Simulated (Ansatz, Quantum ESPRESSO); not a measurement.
# Work function of Ru(0001), 4 layers, one monolayer of C on top sites, part 2 of 6

Wanted: work functions and the surface dipole of Ru(0001), 4 layers, one monolayer of C on top sites at several levels, with their cost.

Quantum ESPRESSO 7.5; plane-wave DFT, PBE, GBRV ultrasoft pseudopotentials; geometry and cross-check by Ansatz 0.2.0 with PAW datasets.

So far. Step 2 (Geometry from Ansatz): The relaxation lowers the energy by 251 meV an atom. Held were the atoms numbered 1 and 2; the forces quoted are those on the free ones.

### Step 3. Self-consistent run

A dipole correction (tefield, dipfield, eamp = 0) lets each face keep its own vacuum level; its ramp sits in the vacuum at emaxpos, and symmetry is switched off.

Level of this step: plane-wave DFT, PBE, GBRV ultrasoft pseudopotentials (Quantum ESPRESSO 7.5).

Contents of scf.in:

```
&control
  prefix = 'scf'
  outdir = './out'
  pseudo_dir = './pseudo'
  calculation = 'scf'
  tprnfor = .true.
  tefield = .true.
  dipfield = .true.
/
&system
  ibrav = 0
  nat = 5
  ntyp = 2
  ecutwfc = 40
  ecutrho = 200
  occupations = 'smearing'
  smearing = 'mv'
  degauss = 0.02
  edir = 3
  emaxpos = 0.97
  eopreg = 0.04
  eamp = 0.0
/
&electrons
  conv_thr = 1e-07
  mixing_beta = 0.4
  electron_maxstep = 120
  mixing_mode = 'local-TF'
/
ATOMIC_SPECIES
  Ru  101.0700  ru_pbe_v1.2.uspp.F.UPF
  C   12.0110  c_pbe_v1.2.uspp.F.UPF
CELL_PARAMETERS angstrom
  2.69999999998962 0.00000000000000 0.00000000000000
  1.34999999999481 2.33826859020899 0.00000000000000
  0.00000000000000 0.00000000000000 25.41520000000000
ATOMIC_POSITIONS crystal
  Ru  0.666666666667 0.666666666667 0.326576222100
  Ru  0.000000000000 0.000000000000 0.410714847800
  Ru  0.666666666667 0.666666666667 0.493002248655
  Ru  0.000000000000 0.000000000000 0.586779057811
  C   -0.000000000000 0.000000000000 0.653723742856
K_POINTS automatic
  12 12 1 0 0 0
```

Started as:

```sh
$ OMP_NUM_THREADS=1 mpirun -n 4 pw.x -nk 4 -in scf.in > scf.out
```

The log of the run:

```text
Program PWSCF v.7.5 starts
[citation notice left out]

     Parallel version (MPI & OpenMP), running on       4 processor cores
     Number of MPI processes:                 4
     Threads/MPI process:                     1

     MPI processes distributed on     1 nodes
[...]
Current dimensions of program PWSCF are:
     Max number of different atomic species (ntypx) = 10
     Max number of k-points (npk) =  40000
     Max angular momentum in pseudopotentials (lmaxx) =  4
     Presently no symmetry can be used with electric field

     K-points division:     npool     =       4
     Subspace diagonalization in iterative solution of the eigenvalue problem:
     a serial algorithm will be used

     G-vector sticks info
     --------------------
     sticks:   dense  smooth     PW     G-vecs:    dense   smooth      PW
     Sum         361     295     97                51901    37003    7457

     Using Slab Decomposition

     bravais-lattice index     =            0
     lattice parameter (alat)  =       5.1023  a.u.
     unit-cell volume          =    1082.8001 (a.u.)^3
     number of atoms/cell      =            5
     number of atomic types    =            2
     number of electrons       =        68.00
     number of Kohn-Sham states=           41
     kinetic-energy cutoff     =      40.0000  Ry
     charge density cutoff     =     200.0000  Ry
     scf convergence threshold =      1.0E-07
     mixing beta               =       0.4000
     number of iterations used =            8  local-TF  mixing
     Exchange-correlation= SLA  PW   PBE  PBE
                           (   1   4   3   4   0   0   0)

     celldm(1)=   5.102261  celldm(2)=   0.000000  celldm(3)=   0.000000
     celldm(4)=   0.000000  celldm(5)=   0.000000  celldm(6)=   0.000000

     crystal axes: (cart. coord. in units of alat)
               a(1) = (   1.000000   0.000000   0.000000 )
               a(2) = (   0.500000   0.866025   0.000000 )
               a(3) = (   0.000000   0.000000   9.413037 )

     reciprocal axes: (cart. coord. in units 2 pi/alat)
               b(1) = (  1.000000 -0.577350  0.000000 )
               b(2) = (  0.000000  1.154701  0.000000 )
               b(3) = (  0.000000  0.000000  0.106236 )

     PseudoPot. # 1 for Ru read from file:
     ./pseudo/ru_pbe_v1.2.uspp.F.UPF
     Pseudo is Ultrasoft + core correction, Zval = 16.0
     Generated by new atomic code, or converted to UPF format
     Using radial grid of  967 points,  6 beta functions with:
                l(1) =   0
                l(2) =   0
                l(3) =   1
                l(4) =   1
                l(5) =   2
                l(6) =   2
     Q(r) pseudized with  8 coefficients,  rinner =    1.300   1.300   1.300
                                                       1.300   1.300

     PseudoPot. # 2 for C  read from file:
     ./pseudo/c_pbe_v1.2.uspp.F.UPF
     Pseudo is Ultrasoft + core correction, Zval =  4.0
     Generated by new atomic code, or converted to UPF format
     Using radial grid of  721 points,  4 beta functions with:
                l(1) =   0
                l(2) =   0
                l(3) =   1
                l(4) =   1
     Q(r) pseudized with  8 coefficients,  rinner =    1.100   1.100   1.100

     atomic species   valence    mass     pseudopotential
     Ru               16.00   101.07000     Ru( 1.00)
     C                 4.00    12.01100     C ( 1.00)

     No symmetry found

   Cartesian axes

     site n.     atom                  positions (alat units)
         1        Ru     tau(   1) = (   1.0000000   0.5773503   3.0740741  )
         2        Ru     tau(   2) = (   0.0000000   0.0000000   3.8660741  )
         3        Ru     tau(   3) = (   1.0000000   0.5773503   4.6406484  )
         4        Ru     tau(   4) = (   0.0000000   0.0000000   5.5233730  )
         5        C      tau(   5) = (   0.0000000   0.0000000   6.1535258  )

     number of k points=    74  Marzari-Vanderbilt smearing, width (Ry)=  0.0200
                       cart. coord. in units 2pi/alat
        k(    1) = (   0.0000000   0.0000000   0.0000000), wk =   0.0138889
        k(    2) = (   0.0000000   0.0962250   0.0000000), wk =   0.0277778
        k(    3) = (   0.0000000   0.1924501   0.0000000), wk =   0.0277778
        k(    4) = (   0.0000000   0.2886751   0.0000000), wk =   0.0277778
        k(    5) = (   0.0000000   0.3849002   0.0000000), wk =   0.0277778
        k(    6) = (   0.0000000   0.4811252   0.0000000), wk =   0.0277778
        k(    7) = (   0.0000000  -0.5773503   0.0000000), wk =   0.0138889
        k(    8) = (   0.0833333  -0.0481125   0.0000000), wk =   0.0277778
        k(    9) = (   0.0833333   0.0481125   0.0000000), wk =   0.0277778
        k(   10) = (   0.0833333   0.1443376   0.0000000), wk =   0.0277778
[...]
k(   74) = (  -0.5000000  -0.2886751   0.0000000), wk =   0.0138889

     Dense  grid:    51901 G-vectors     FFT dimensions: (  24,  24, 225)

     Smooth grid:    37003 G-vectors     FFT dimensions: (  24,  24, 200)

     Estimated max dynamical RAM per process >     136.97 MB

     Estimated total dynamical RAM >     509.85 MB

     Initial potential from superposition of free atoms

     starting charge      63.9999, renormalised to      68.0000

     negative rho (up, down):  3.250E-01 0.000E+00

     Adding external electric field

     Computed dipole along edir(3) :
        Dipole               -2.3945 Ry au,         -6.0862 Debye
        Dipole field         -0.0278 Ry au,

        Potential amp.        2.5625 Ry
        Total length         46.1067 bohr

     Starting wfcs are   56 randomized atomic wfcs

     total cpu time spent up to now is        3.3 secs

     per-process dynamical memory:    97.6 Mb

     Self-consistent Calculation

     iteration #  1     ecut=    40.00 Ry     beta= 0.40
     Davidson diagonalization with overlap
     ethr =  1.00E-02,  avg # of iterations =  9.8

     negative rho (up, down):  6.918E-01 0.000E+00

     Adding external electric field

     Computed dipole along edir(3) :
        Dipole               12.7311 Ry au,         32.3593 Debye
        Dipole field          0.1478 Ry au,

        Potential amp.      -13.6245 Ry
        Total length         46.1067 bohr

     total cpu time spent up to now is       15.3 secs

     total energy              =    -699.52081540 Ry
     estimated scf accuracy    <    1477.49572827 Ry

     iteration #  2     ecut=    40.00 Ry     beta= 0.40
[...]
total energy              =    -788.14220758 Ry
     estimated scf accuracy    <       0.00027989 Ry

     iteration # 91     ecut=    40.00 Ry     beta= 0.40
[...]
negative rho (up, down):  3.184E-01 0.000E+00

[...]
Dipole               -0.1295 Ry au,         -0.3292 Debye
[...]
total energy              =    -788.14220580 Ry
     estimated scf accuracy    <       0.00177209 Ry

     iteration # 92     ecut=    40.00 Ry     beta= 0.40
[...]
negative rho (up, down):  3.177E-01 0.000E+00

[...]
Dipole               -0.1299 Ry au,         -0.3301 Debye
[...]
total energy              =    -788.14220422 Ry
     estimated scf accuracy    <       0.00002672 Ry

     iteration # 93     ecut=    40.00 Ry     beta= 0.40
[...]
negative rho (up, down):  3.170E-01 0.000E+00

[...]
Dipole               -0.1287 Ry au,         -0.3270 Debye
[...]
total energy              =    -788.14219056 Ry
     estimated scf accuracy    <       0.00007482 Ry

     iteration # 94     ecut=    40.00 Ry     beta= 0.40
[...]
negative rho (up, down):  3.169E-01 0.000E+00

[...]
Dipole               -0.1281 Ry au,         -0.3256 Debye
[...]
total energy              =    -788.14218982 Ry
     estimated scf accuracy    <       0.00003443 Ry

     iteration # 95     ecut=    40.00 Ry     beta= 0.40
[...]
negative rho (up, down):  3.168E-01 0.000E+00

[...]
Dipole               -0.1278 Ry au,         -0.3249 Debye
[...]
total energy              =    -788.14218958 Ry
     estimated scf accuracy    <       0.00000224 Ry

     iteration # 96     ecut=    40.00 Ry     beta= 0.40
[...]
negative rho (up, down):  3.168E-01 0.000E+00

[...]
Dipole               -0.1276 Ry au,         -0.3242 Debye
[...]
total energy              =    -788.14218988 Ry
     estimated scf accuracy    <       0.00000097 Ry

     iteration # 97     ecut=    40.00 Ry     beta= 0.40
[...]
negative rho (up, down):  3.167E-01 0.000E+00

[...]
Dipole               -0.1275 Ry au,         -0.3240 Debye
[...]
total energy              =    -788.14219013 Ry
     estimated scf accuracy    <       0.00000020 Ry

     iteration # 98     ecut=    40.00 Ry     beta= 0.40
[...]
negative rho (up, down):  3.167E-01 0.000E+00

[...]
Dipole               -0.1275 Ry au,         -0.3239 Debye
[...]
End of self-consistent calculation

          k = 0.0000 0.0000 0.0000 (  4609 PWs)   bands (ev):

   -68.6232 -68.2047 -68.0190 -68.0053 -38.8941 -38.3583 -38.1671 -38.1671
   -38.0819 -37.8468 -37.7602 -37.7602 -37.5685 -37.5685 -37.5621 -37.5621
    -6.4175  -2.6852  -1.4662  -1.1402  -0.8946   1.1249   1.8809   1.8809
     2.1508   2.2144   2.2144   2.7434   2.7434   2.8533   2.8533   2.8554
     3.7516   3.7516   4.2527   4.2527   4.4668   5.3446   5.3446   5.6829
     5.8470

          k = 0.0000 0.0962 0.0000 (  4591 PWs)   bands (ev):

   -68.6152 -68.1979 -68.0122 -67.9982 -38.8782 -38.3589 -38.2311 -38.1804
   -38.0582 -37.8612 -37.8000 -37.7718 -37.6172 -37.6128 -37.5802 -37.5740
    -6.2975  -2.4407  -1.2397  -0.9283  -0.6666   1.0646   1.6678   1.9806
     2.0683   2.1233   2.3528   2.5317   2.6995   2.9198   2.9323   3.0344
     3.4422   3.6719   3.9764   4.2084   4.3330   4.8904   5.3123   5.8682
     5.8995

          k = 0.0000 0.1925 0.0000 (  4581 PWs)   bands (ev):

   -68.5933 -68.1793 -67.9934 -67.9789 -38.8354 -38.4302 -38.2975 -38.2165
   -38.0375 -37.9517 -37.8568 -37.8035 -37.7533 -37.7376 -37.6120 -37.6066
    -5.9504  -1.7990  -0.7039  -0.4475  -0.1229   0.8609   1.2299   1.5348
     1.8255   2.2456   2.4834   2.5652   2.6380   2.7884   3.0295   3.3396
     3.4371   3.5005   3.7342   4.1394   4.1951   5.1117   5.2394   6.0062
     6.7455

          k = 0.0000 0.2887 0.0000 (  4631 PWs)   bands (ev):

   -68.5633 -68.1538 -67.9676 -67.9523 -38.7821 -38.6124 -38.2967 -38.2655
   -38.1089 -38.0385 -37.9411 -37.9262 -37.8467 -37.8412 -37.6553 -37.6508
    -5.4143  -1.1447  -0.4709  -0.2655   0.2333   0.5002   0.9735   1.1750
     1.6663   2.0827   2.4632   2.5737   2.7848   2.9824   3.1397   3.5223
     3.6051   4.2861   4.3876   4.4468   4.6310   5.2317   5.6545   6.1044
     7.3446

          k = 0.0000 0.3849 0.0000 (  4647 PWs)   bands (ev):

   -68.5331 -68.1282 -67.9417 -67.9257 -38.8037 -38.7410 -38.3364 -38.3140
   -38.2087 -38.1373 -38.1010 -37.9788 -37.8896 -37.8739 -37.6985 -37.6945
    -4.7609  -1.0721  -0.8164  -0.4589  -0.0264   0.0851   0.6602   0.9530
     1.7405   2.3410   2.3843   2.7283   3.0975   3.1346   4.0082   4.0165
     4.5221   5.1029   5.1408   5.2367   5.5368   5.6020   6.2157   6.5478
     7.1022

          k = 0.0000 0.4811 0.0000 (  4643 PWs)   bands (ev):

   -68.5109 -68.1095 -67.9226 -67.9061 -38.9357 -38.7478 -38.4024 -38.3493
   -38.2954 -38.2193 -38.1466 -38.0063 -37.9210 -37.8833 -37.7299 -37.7261
    -4.1378  -1.2836  -1.1404  -0.8432  -0.4372  -0.1504   0.3647   0.6961
     1.6019   2.1521   2.7564   2.9763   3.1683   3.6635   4.1832   4.8408
     5.4068   5.7481   5.8382   6.2731   6.3777   6.5137   6.5320   7.2426
     8.1634

[...]
the Fermi energy is     4.7169 ev

!    total energy              =    -788.14219019 Ry
     estimated scf accuracy    <       0.00000001 Ry
     smearing contrib. (-TS)   =       0.00256685 Ry
     internal energy E=F+TS    =    -788.14475704 Ry

     The total energy is F=E-TS. E is the sum of the following terms:
     one-electron contribution =   -8439.04152486 Ry
     hartree contribution      =    4224.80401887 Ry
     xc contribution           =    -107.01027071 Ry
     ewald contribution        =    3533.10283113 Ry
     electric field correction =       0.00018851 Ry

     convergence has been achieved in  98 iterations

     negative rho (up, down):  3.167E-01 0.000E+00

     Forces acting on atoms (cartesian axes, Ry/au):

     atom    1 type  1   force =     0.00000019    0.00000017    0.02362273
     atom    2 type  1   force =    -0.00000035    0.00000030   -0.02148041
     atom    3 type  1   force =     0.00000001    0.00000025   -0.00173425
     atom    4 type  1   force =     0.00000023   -0.00000060   -0.00115559
     atom    5 type  2   force =    -0.00000007   -0.00000011    0.00074751

     Total force =     0.032005     Total SCF correction =     0.000665

[...]
=------------------------------------------------------------------------------=
   JOB DONE.
=------------------------------------------------------------------------------=
[key lines of the parts left out:]
Dipole field         -0.0015 Ry au,
```

Elapsed: 15 min, on 4 MPI ranks of Arm Neoverse V2, shared host; peak memory 0.66 GiB; 59 min of CPU time.

This step gave:

* free energy: -10723.2208 eV
* Fermi energy: 4.717 eV
* dipole along the normal: -0.06743 e·Å

The run needed 98 iterations to bring the estimated error under 1e-07 Ry; the largest force on any atom, held or free, is 0.61 eV/Å.

### Step 4. Electrostatic potential

plot_num = 11 writes the bare and Hartree potential. It leaves out exchange and correlation, which fade slowly, so it flattens close to the surface.

Contents of pot.in:

```
&inputpp
  prefix = 'scf'
  outdir = './out'
  filplot = 'pot.dat'
  plot_num = 11
/
```

Started as:

```sh
$ OMP_NUM_THREADS=1 mpirun -n 4 pp.x -in pot.in > pot.out
```

The log of the run:

```text
[banner, memory and clock lines left out]
Program POST-PROC v.7.5 starts

          URL

     ./out/scf.save/

     IMPORTANT: XC functional enforced from input :
     Exchange-correlation= PBE
                           (   1   4   3   4   0   0   0)
     Any further DFT definition will be discarded
     Please, verify this is what you really want

     negative rho (up, down):  3.167E-01 0.000E+00

     Adding external electric field

     Computed dipole along edir(3) :
        Dipole               -0.1275 Ry au,         -0.3239 Debye
        Dipole field         -0.0015 Ry au,

        Potential amp.        0.1364 Ry
        Total length         46.1067 bohr

     Calling punch_plot, plot_num =  11

     Adding external electric field

     Computed dipole along edir(3) :
        Dipole               -0.1275 Ry au,         -0.3239 Debye
        Dipole field         -0.0015 Ry au,

        Potential amp.        0.1364 Ry
        Total length         46.1067 bohr

     Writing data to file  pot.dat
     Message from routine chdens:
     namelist plot not found or invalid, exiting
```

It took 0.84 s on 4 MPI ranks; peak memory 0.09 GiB; 3 s of CPU time.

Numbers from this step:

| Quantity | Value |
| --- | --- |
| work function of the upper face | 7.063 eV |
| slope of the potential above | 2.13e-5 eV/Å |
| upper vacuum line continued to the top atoms, over the Fermi level | 7.063 eV |
| work function of the lower face | 5.130 eV |
| slope of the potential below | -1.65e-4 eV/Å |
| lower vacuum line continued to the bottom atoms, over the Fermi level | 5.129 eV |

The potential energy, planar mean oscillates, so the rows of the table below give means over windows of 2.15 Å about each position, cut where the curve ends. Its maxima inside the range that stand out by 2 % of the span (Å: eV): 9.4: -1.87, 11.5: -2.50, 13.8: -0.194, 15.9: -1.12, 21.0: 7.06. Its minima: 8.2: -48.2, 10.4: -48.8, 12.5: -49.0, 14.9: -49.1, 16.6: -9.94.

Electrostatic potential energy of an electron, with the sawtooth; zero at the Fermi level. Table of potential energy, planar mean by z; means over each step:

```tsv
z (Å)	potential energy, planar mean (eV)
1.07	5.16
3.22	5.13
5.37	5.02
7.52	-14.4
9.67	-20.3
11.82	-21.0
13.97	-15.8
16.12	-9.82
18.27	6.27
20.42	7.06
22.57	7.06
24.72	6.82
```

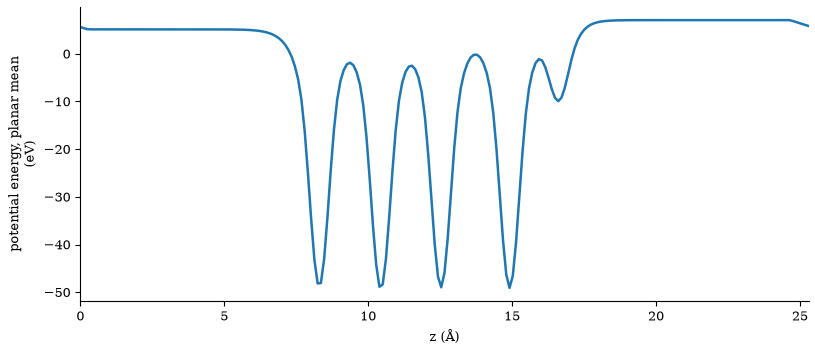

Potential energy, planar mean, plotted against z.

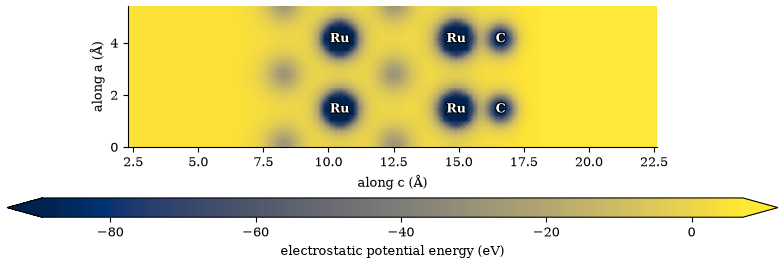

Electrostatic potential energy in the ca plane at fractional y = 0.000, with atoms of Ru and C within 0.2 Å of it. With pseudopotentials it is smooth inside the atoms' cores, unlike the true potential. The map starts off the cell's origin, so that atoms lie inside it. The far vacuum is left out of the map.

The vacuum is flat to 0.2 meV/Å, so its level is well defined. Inside the slab the curve depends on the local part of the pseudopotentials; only the vacuum level has a meaning of its own.

### Step 5. Density by pp.x

plot_num = 0 writes the valence density.

Contents of rho.in:

```
&inputpp
  prefix = 'scf'
  outdir = './out'
  filplot = 'rho.dat'
  plot_num = 0
/
```

Started as:

```sh
$ OMP_NUM_THREADS=1 mpirun -n 4 pp.x -in rho.in > rho.out
```

The log of the run:

```text
[banner, memory and clock lines left out]
Program POST-PROC v.7.5 starts

          URL

     ./out/scf.save/

     IMPORTANT: XC functional enforced from input :
     Exchange-correlation= PBE
                           (   1   4   3   4   0   0   0)
     Any further DFT definition will be discarded
     Please, verify this is what you really want

     negative rho (up, down):  3.167E-01 0.000E+00

     Adding external electric field

     Computed dipole along edir(3) :
        Dipole               -0.1275 Ry au,         -0.3239 Debye
        Dipole field         -0.0015 Ry au,

        Potential amp.        0.1364 Ry
        Total length         46.1067 bohr

     Calling punch_plot, plot_num =   0
     Writing data to file  rho.dat
     Message from routine chdens:
     namelist plot not found or invalid, exiting
```

Wall time 0.84 s (4 MPI ranks); peak memory 0.1 GiB.

Read from the output:

```
electrons by integration : 68.00 e
```

The valence density, planar mean oscillates, so the rows of the table below give means over windows of 2 Å about each position, cut where the curve ends. Its maxima inside the range that stand out by 2 % of the span (Å: e/Å³): 8.1: 2.02, 8.5: 2.03, 10.3: 2.03, 10.6: 2.03, 12.3: 2.02, 12.8: 2.02, 14.7: 2.01, 15.1: 2.00. Its minima: 8.2: 1.97, 9.4: 0.374, 10.4: 1.98, 11.5: 0.401, 12.5: 1.96, 13.7: 0.255, 14.9: 1.95.

Mean over planes. Valence density, planar mean against z; means over each step:

```tsv
z (Å)	valence density, planar mean (e/Å³)
4	1.1e-4
6	0.0168
8	1.16
10	1.21
12	1.21
14	0.917
16	0.785
18	0.0791
20	1.4e-4
```

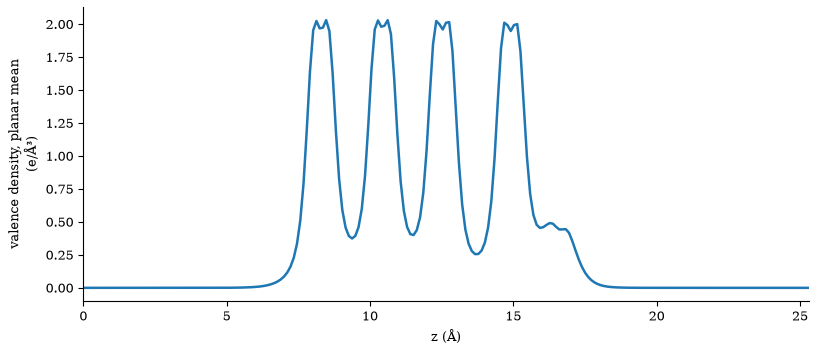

Valence density, planar mean, plotted against z.

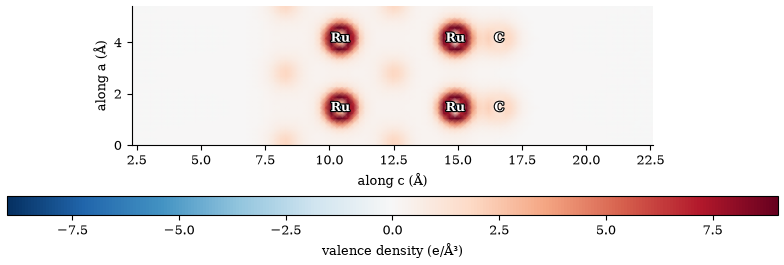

Valence density in the ca plane at fractional y = 0.000, with atoms of Ru and C within 0.2 Å of it. It is the smooth field of the valence electrons, not physical close to the nuclei. The map starts off the cell's origin, so that atoms lie inside it. The far vacuum is left out of the map.

The density integrates to 68.000 electrons, as the 68 of the input ask.

(Part 2 of 6 ends here.)

[Logs are printed without paths, hosts, clocks, repeated set-up lines and the standing remarks that a program may print on its own settings, such as how far it seeks lower states.]

[Hosts, paths, dates, database ids (printed as entryN), source tags and the programs' standing remarks are cut or masked in the printed files.]

[Maps of the electrostatic potential energy from Ansatz leave out the sawtooth potential of an applied field or a dipole correction, so their vacuum need not be flat; planar profiles and work functions include it.]
